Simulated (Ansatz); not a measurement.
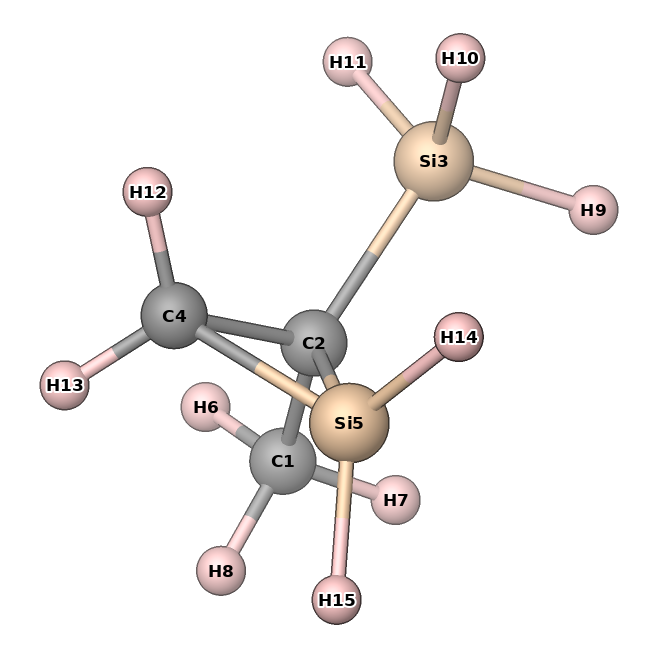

Atoms fade into the background with distance from the viewer. Computed geometry: PBE-D4/def2-SVP optimisation. No frequency run is at hand to confirm it as a minimum.

**Which atoms or bonds are stereogenic?**

Centres: C2.

**Assign CIP descriptors.**

C2: S (priorities Si5 > Si3 > C4 > C1).
